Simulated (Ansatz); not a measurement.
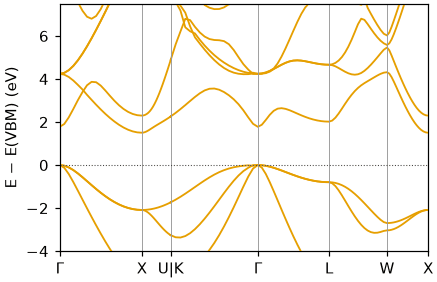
*Band structure from plane-wave PAW PBE (Ansatz code)*

### Question
Read off the gap and where the band edges lie.

### Answer
About 1.5 eV (1.50 eV by a search for the band edges); maximum at Γ, minimum at X.

### Question
Pick the material that matches.
(A) GaAs, zinc blende
(B) AlAs, zinc blende
(C) ZnSe, zinc blende
(D) ZnS, zinc blende

### Answer
B, AlAs, zinc blende

Space group F-43m (zinc blende). The PBE relaxation kept the symmetry of its start. Scalar-relativistic: spin–orbit coupling is off unless named, which matters more the heavier the elements.

Potentials: the earlier of the program's two PAW sets.
